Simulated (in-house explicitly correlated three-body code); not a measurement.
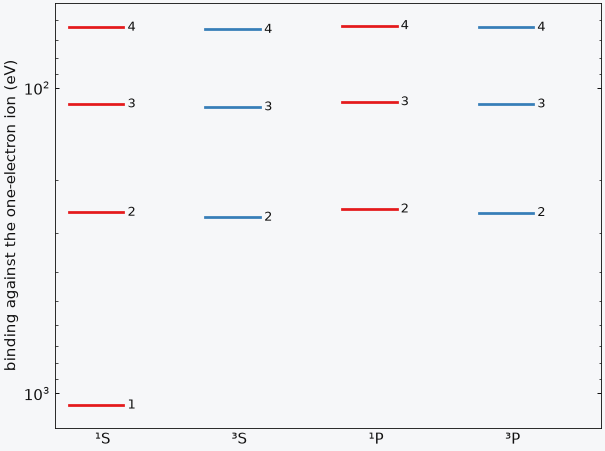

Two electrons around a point charge Z = 9.6. Computed variationally in 260 exponentially correlated functions with an in-house code, non-relativistic, converged to about 10⁻⁸ of the energy. The plot shows the bound S and P states that converged, by term and principal number n, on a logarithmic scale of binding.

### How do singlets and triplets lie?

The ground state is bound by 1095 eV. The n = 2 states drawn run, from the deepest, 2 ³S (265.7 eV), 2 ³P (256.5 eV), 2 ¹S (256.0 eV), 2 ¹P (249.8 eV). Exchange puts 2 ³S below 2 ¹S by 9.68 eV and 2 ³P below 2 ¹P by 6.76 eV. Quantum defects n − (Z − 1)/√(2 E(binding)): 2 ³S 0.054, 2 ³P 0.019, 2 ¹S 0.017, 2 ¹P −0.007.
